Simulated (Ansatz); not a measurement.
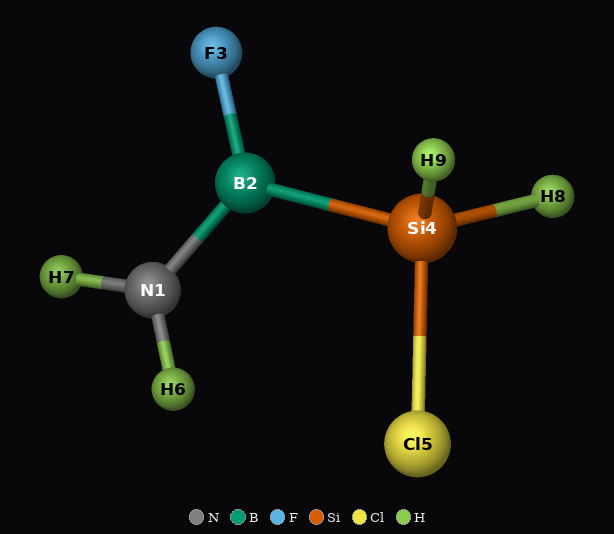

The geometry was computed by an optimisation with PBE-D4/def2-SVP. No frequency run is at hand to confirm it as a minimum.

Question: What is the geometry at Si4?

Answer: Si4 has 4 neighbours (B2 at 2.04, Cl5 at 2.11, H8 at 1.50, H9 at 1.51 Å); the arrangement is tetrahedral.

Question: Describe the coordination of atom 2.

Answer: B2 has 3 neighbours (N1 at 1.40, F3 at 1.35, Si4 at 2.04 Å); the arrangement is trigonal planar.

Question: What is the geometry at N1?

Answer: N1 has 3 neighbours (B2 at 1.40, H6 at 1.02, H7 at 1.02 Å); the arrangement is trigonal planar.

Question: What is the dihedral angle N1–B2–Si4–Cl5?

Answer: 2° in size, that is syn (eclipsed).
